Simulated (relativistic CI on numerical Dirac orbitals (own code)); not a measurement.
# Pm³⁺: one ion under different settings

Aim: see what numerical and physical settings do to the SCF, the total energy and the lowest levels of Pm³⁺.

Method: Dirac-Coulomb-Breit CI, KLI orbitals optimised for each configuration, model QED (radiative potential, 1s self-energy scaled to tabulated hydrogen-like ionisation energies), numerical settings as typed. Code: relativistic CI on numerical Dirac orbitals (own code) version 3.

## Step 1: The atom as given

| Property | Result |
| --- | --- |
| ion | Pm³⁺ (Pm IV) |
| nuclear charge | 61 |
| electrons | 58 |
| isotope | A = 145 |

## Step 2: Usual settings

Settings, as recorded:

```ini
atom Pm  Z=61  charge=3  electrons=58
nucleus A=145  rms_radius_fm=4.9620
hamiltonian dirac-coulomb  breit=on  qed=on  c_scale=1
orbitals kli  potential=per-configuration
slater_scale 1
correlation none
mixing on
grid step=0.0125 r_max=64.9
scf mixing=0.4 start=green max_iterations=150 tolerance=2e-08 node_fill=0.05
configurations
  [Xe] 4f4
  [Xe] 4f3 6s
  [Xe] 4f2 6s2
  [Xe] 4f2 6s 6p
  [Xe] 4f2 6p2
end
```

The run is started by

```
> python run_levels.py task.json out
```

task.json lists these runs, among others, and the program works through them in turn.

## Step 3: Speed-of-light factor 1.25

The settings differ from step 2 so:

```diff
@@ -2,3 +2,3 @@
 nucleus A=145  rms_radius_fm=4.9620
-hamiltonian dirac-coulomb  breit=on  qed=on  c_scale=1
+hamiltonian dirac-coulomb  breit=on  qed=on  c_scale=1.25
 orbitals kli  potential=per-configuration
```

## Step 4: Tolerance 1e-06, iteration limit 30, QED terms off

Settings, as recorded:

```ini
atom Pm  Z=61  charge=3  electrons=58
nucleus A=145  rms_radius_fm=4.9620
hamiltonian dirac-coulomb  breit=on  qed=off  c_scale=1
orbitals kli  potential=per-configuration
slater_scale 1
correlation none
mixing on
grid step=0.0125 r_max=64.9
scf mixing=0.4 start=green max_iterations=30 tolerance=1e-06 node_fill=0.05
configurations
  [Xe] 4f4
  [Xe] 4f3 6s
  [Xe] 4f2 6s2
  [Xe] 4f2 6s 6p
  [Xe] 4f2 6p2
end
```

## Step 5: Potential mixing 0.05, end of the grid 32.45, Breit term off

Settings, as recorded:

```ini
atom Pm  Z=61  charge=3  electrons=58
nucleus A=145  rms_radius_fm=4.9620
hamiltonian dirac-coulomb  breit=off  qed=on  c_scale=1
orbitals kli  potential=per-configuration
slater_scale 1
correlation none
mixing on
grid step=0.0125 r_max=32.45
scf mixing=0.05 start=green max_iterations=150 tolerance=2e-08 node_fill=0.05
configurations
  [Xe] 4f4
  [Xe] 4f3 6s
  [Xe] 4f2 6s2
  [Xe] 4f2 6s 6p
  [Xe] 4f2 6p2
end
```

## Step 6: End of the grid 97.35, potential mixing 0.2, start potential thomas-fermi

Settings, as recorded:

```ini
atom Pm  Z=61  charge=3  electrons=58
nucleus A=145  rms_radius_fm=4.9620
hamiltonian dirac-coulomb  breit=on  qed=on  c_scale=1
orbitals kli  potential=per-configuration
slater_scale 1
correlation none
mixing on
grid step=0.0125 r_max=97.35
scf mixing=0.2 start=thomas-fermi max_iterations=150 tolerance=2e-08 node_fill=0.05
configurations
  [Xe] 4f4
  [Xe] 4f3 6s
  [Xe] 4f2 6s2
  [Xe] 4f2 6s 6p
  [Xe] 4f2 6p2
end
```

## Step 7: Tolerance 1e-14

The settings differ from step 6 so:

```diff
@@ -7,4 +7,4 @@
 mixing on
-grid step=0.0125 r_max=97.35
-scf mixing=0.2 start=thomas-fermi max_iterations=150 tolerance=2e-08 node_fill=0.05
+grid step=0.0125 r_max=64.9
+scf mixing=0.4 start=green max_iterations=93 tolerance=1e-14 node_fill=0.05
 configurations
```

(Steps that only read results are left out.)

Q: Predict the outcome of this session. Wanted: lowest level, usual settings; total energy; first excitation.

As calculated:

| setting | total energy less usual (Ha) | largest shift of a level among the lowest eight of both runs, same label and place (cm⁻¹) | SCF iterations | time | lowest level | kind of change |
| --- | --- | --- | --- | --- | --- | --- |
| usual | 0 | 0 | 62 | 0.88 s | 4f4 5I4 | - |
| speed-of-light factor 1.25 | 137 | 2150 | 62 | 0.87 s | 4f4 5I4 | unphysical constant |
| tolerance 1e-06, iteration limit 30, QED terms off | -5.88 | 32.6 | 55 | 0.79 s | 4f4 5I4 | model term |
| potential mixing 0.05, end of the grid 32.45, Breit term off | -8.79 | 773 | 89 | 1.1 s | 4f4 5I4 | model term |
| end of the grid 97.35, potential mixing 0.2, start potential thomas-fermi | 0 | 0 | 69 | 1.1 s | 4f4 5I4 | numerical |
| tolerance 1e-14 | 0 | 0 | 246 | 2 s | 4f4 5I4 | extreme, harmless here |

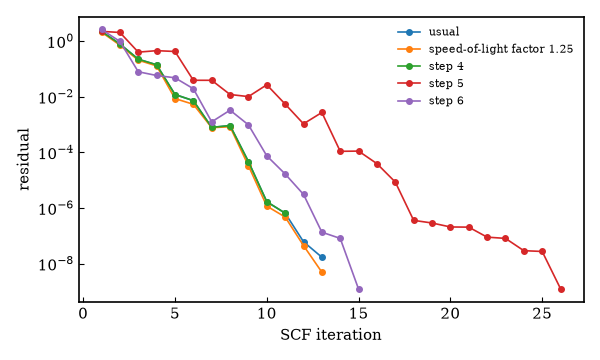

Residual of the first configuration's SCF.

| quantity | value |
| --- | --- |
| lowest level, usual settings | 4f4 5I4 |
| total energy | -10006.3527 Ha |
| first excitation | 1436.2 cm⁻¹ |

**Reading.** Among the runs whose levels can be followed, they move most under «speed-of-light factor 1.25» (unphysical constant), by up to 2150 cm⁻¹. No visible change in the result comes from «end of the grid 97.35, potential mixing 0.2, start potential thomas-fermi» or «tolerance 1e-14». «Tolerance 1e-14» costs 246 SCF iterations against 62. Only the listed configurations are in the model. Near neutrality, missing correlation can shift configurations against each other by thousands of cm⁻¹.
